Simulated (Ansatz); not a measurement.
System: a (100) slab cut from Pt (Fm-3m), 6 atoms in the cell.

```yaml
crystal:
  lattice:
    - [2.80729, 0.00000, 0.00000]
    - [0.00000, 2.80729, 0.00000]
    - [0.00000, 0.00000, 24.92528]
  atoms:
    - { symbol: Pt, position: [0.50000, 0.50000, 0.30333] }
    - { symbol: Pt, position: [0.00000, 0.00000, 0.38105] }
    - { symbol: Pt, position: [0.50000, 0.50000, 0.46026] }
    - { symbol: Pt, position: [0.00000, 0.00000, 0.53974] }
    - { symbol: Pt, position: [0.50000, 0.50000, 0.61895] }
    - { symbol: Pt, position: [0.00000, 0.00000, 0.69667] }
```

Method: DFT PBE, spin-orbit coupling, plane waves, PAW, 12×12×1 k mesh (Ansatz 0.2.0).

What does the potential across the slab give for the work function?

The work function is 5.59 eV, the same on both faces. The two vacuum levels agree, so the slab has no net dipole along its normal. The outermost atoms are 9.8 Å apart, which leaves 15.1 Å of vacuum in a cell 24.9 Å high.

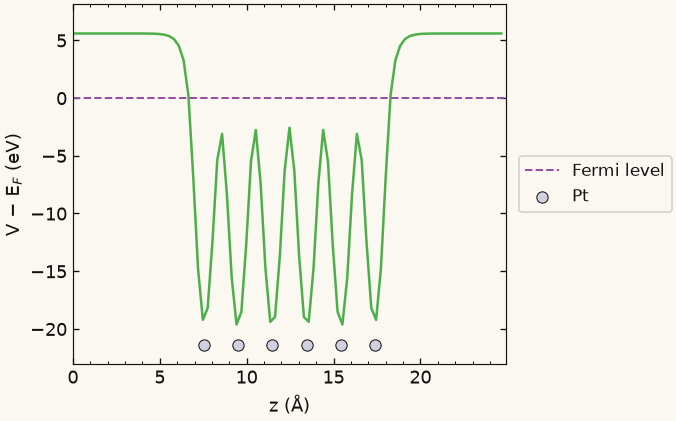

Plane-averaged electrostatic potential energy of an electron across the slab; circles at the bottom mark the heights of the atoms.
